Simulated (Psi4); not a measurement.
# CCl3F (trichlorofluoromethane) at OMP2/6-31G(d) (density fitting for correlation, spherical functions)

Aim: the vertical singlet–triplet gap of CCl3F (trichlorofluoromethane) at OMP2/6-31G* (density fitting for correlation, spherical functions), from 2 runs. 

Program for the calculation: Psi4 1.11.

## Step 1: The system as given

CCl3F: 5 atoms, total charge 0, spin state singlet. As SMILES, `FC(Cl)(Cl)Cl`. The shape is that of a PBE0-D4/def2-TZVP optimisation.

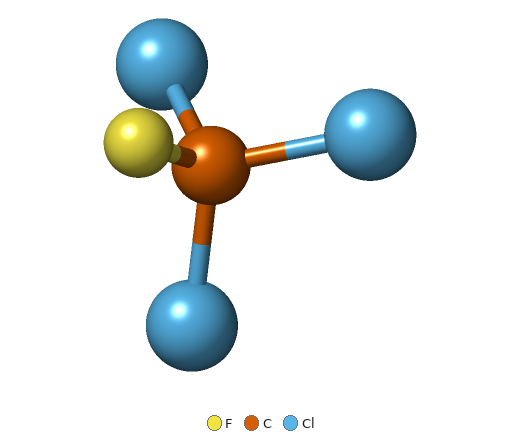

The structure, seen from a chosen angle (fluorine yellow, carbon orange, chlorine blue).

## Step 2: The energy at OMP2/6-31G(d) (density fitting for correlation, spherical functions)

input.inp reads:

```
memory 2200 mb

molecule {
  0 1
  F
  C 1 R2
  Cl 2 R3 1 A3
  Cl 2 R4 1 A4 3 D4
  Cl 2 R5 1 A5 4 D5

  R2 = 1.332749
  R3 = 1.759929
  A3 = 108.50915
  R4 = 1.759933
  A4 = 108.50818
  D4 = -120.00052
  R5 = 1.759927
  A5 = 108.50825
  D5 = -119.99894
  symmetry c1
  no_reorient
  no_com
}

set {
  basis 6-31G*
  puream true
  e_convergence 1e-09
  d_convergence 1e-08
  scf_type pk
  num_frozen_docc 17
}

e_tot, wfn = energy("omp2", return_wfn=True)
```

Launch:

```
$ psi4 input.inp input.out -n 1
```

input.out:

```text
[...]
  Running in c1 symmetry.
[...]
  Nuclear repulsion =  368.460924782533255
[...]
  Multiplicity = 1
[...]
  Nalpha       = 33
  Nbeta        = 33
[...]
    Number of basis functions: 82
[...]
   @RHF iter   1: -1515.54726399014362    6.28288e-02   6.66368e-03 ADIIS/DIIS
[...]
   @RHF iter  11: -1515.70497815109752   -1.04592e-11   5.93532e-09 DIIS
[...]
    Orbital Energies [Eh]
    ---------------------
    Doubly Occupied:
       1A   -104.860043     2A   -104.860042     3A   -104.860019
       4A    -26.363932     5A    -11.524406     6A    -10.600783
       7A    -10.600782     8A    -10.600754     9A     -8.069339
      10A     -8.069328    11A     -8.069326    12A     -8.065385
      13A     -8.065384    14A     -8.065379    15A     -8.065355
      16A     -8.065354    17A     -8.065353    18A     -1.696392
      19A     -1.253160    20A     -1.138781    21A     -1.138779
      22A     -0.899968    23A     -0.766274    24A     -0.766274
      25A     -0.746402    26A     -0.608900    27A     -0.608900
      28A     -0.527066    29A     -0.512128    30A     -0.512127
      31A     -0.479412    32A     -0.479411    33A     -0.464432
[...]
  @RHF Final Energy: -1515.70497815109752
   => Energetics <=
    Nuclear Repulsion Energy =            368.4609247825332545
    One-Electron Energy =               -2829.3930641701736022
    Two-Electron Energy =                 945.2271612365428837
    Total Energy =                      -1515.7049781510972934
[...]
 Multipole Moments:
 ------------------------------------------------------------------------------------
     Multipole            Electronic (a.u.)      Nuclear  (a.u.)        Total (a.u.)
 ------------------------------------------------------------------------------------
 L = 1.  Multiply by 2.5417464519 to convert [e a0] to [Debye]
 Dipole X            :          0.0000077           -0.0000002            0.0000075
 Dipole Y            :         -0.0000187            0.0000012           -0.0000174
 Dipole Z            :         -0.4426377            0.6267104            0.1840727
 Magnitude           :                                                    0.1840727
[...]
	Warning: cc_lambda option is changed to TRUE
	For this residual convergence, default PCG convergence is:     1.00e-07
[...]
	DF-MP2 Total Energy (a.u.)         : -1516.39494875046012
[...]
	DF-MP2 Total Energy (a.u.)         : -1516.40491573505005
[...]
	DF-OMP2 Total Energy (a.u.)        : -1516.40491573505415
[...]
```

Run time: 57 s. Hardware: 1 thread of Intel Xeon at 2.50GHz (Skylake/Cascade Lake), shared host; peak memory 0.29 GiB.

## Step 3: The triplet, same level

ccl3f.in reads:

```
memory 2200 MB

molecule system {
  0 3
  F      0.911880    -0.820730     0.677360
  C      0.044670    -0.040210     0.033190
  Cl    -1.384510     0.157610     1.040990
  Cl    -0.379970    -0.814480    -1.489160
  Cl     0.807920     1.517810    -0.262390
  symmetry c1
  no_reorient
  no_com
}

set {
  basis 6-31G*
  reference uhf
  puream true
  e_convergence 1e-09
  d_convergence 1e-08
  scf_type pk
  num_frozen_docc 17
  maxiter 100
}

result, w = energy('omp2', return_wfn=True)
```

Launch:

```
$ psi4 ccl3f.in ccl3f.out -n 1
```

ccl3f.out, cut to the lines that bear on the results:

```text
[...]
  Running in c1 symmetry.
[...]
  Nuclear repulsion =  368.460948749158433
[...]
  Multiplicity = 3
[...]
  Nalpha       = 34
  Nbeta        = 32
[...]
    Number of basis functions: 82
[...]
   @UHF iter   1: -1515.35206877094993    2.58025e-01   4.80008e-03 DIIS/ADIIS
[...]
   @UHF iter  17: -1515.43201412496296    9.09495e-13   5.26267e-09 DIIS
[...]
   @S^2 Observed:                2.033124295E+00
[...]
  @UHF Final Energy: -1515.43201412496296
   => Energetics <=
    Nuclear Repulsion Energy =            368.4609487491584332
    One-Electron Energy =               -2828.7737879313658595
    Two-Electron Energy =                 944.8808250572445786
    Total Energy =                      -1515.4320141249627341
  UHF NO Occupations:
  HONO-2 :   32  A 1.9961571
  HONO-1 :   33  A 1.0000000
[...]
 Multipole Moments:
 ------------------------------------------------------------------------------------
     Multipole            Electronic (a.u.)      Nuclear  (a.u.)        Total (a.u.)
 ------------------------------------------------------------------------------------
 L = 1.  Multiply by 2.5417464519 to convert [e a0] to [Debye]
 Dipole X            :         14.6577407          -14.7145037           -0.0567630
 Dipole Y            :        -13.1923408           13.2434841            0.0511434
 Dipole Z            :         10.8882714          -10.9304405           -0.0421691
 Magnitude           :                                                    0.0872692
[...]
	Warning: cc_lambda option is changed to TRUE
	For this residual convergence, default PCG convergence is:     1.00e-07
[...]
	DF-SCS-MP2 Total Energy (a.u.)     : -1516.11863690016867
	DF-SOS-MP2 Total Energy (a.u.)     : -1516.10086549718403
[...]
	DF-SCS-OMP2 Total Energy (a.u.)    : -1516.13138822280894
	DF-SOS-OMP2 Total Energy (a.u.)    : -1516.05911415905530
	DF-SCS(N)-OMP2 Total Energy (a.u.) : -1515.79870724100579
[...]
	DF-OMP2 Total Energy (a.u.)        : -1516.16893402118444
[...]
```

Wall time 2.8 min (1 thread of Intel Xeon at 2.50GHz (Skylake/Cascade Lake), shared host); peak memory 0.29 GiB.

## Step 4: What came out

At OMP2/6-31G* (density fitting for correlation, spherical functions), 17 core orbitals frozen:

```
                                                           quantity           value
                                              singlet: total energy  -1516.40492 Eh
                       singlet: HOMO energy (Hartree–Fock orbitals)       -12.64 eV
                       singlet: LUMO energy (Hartree–Fock orbitals)         2.94 eV
                     singlet: HOMO–LUMO gap (Hartree–Fock orbitals)        15.58 eV
              singlet: correlation energy (17 core orbitals frozen)      -699.9 mEh
                                              triplet: total energy  -1516.16893 Eh
triplet: HOMO energy (Hartree–Fock orbitals) (highest over α and β)        -5.70 eV
 triplet: LUMO energy (Hartree–Fock orbitals) (lowest over α and β)        -4.84 eV
              triplet: correlation energy (17 core orbitals frozen)      -736.9 mEh
                         triplet: ⟨S²⟩ of the reference determinant           2.033
                   vertical energy of the triplet above the singlet        6.421 eV
```

At this shape the triplet lies 6.42 eV (620 kJ/mol) above the singlet.
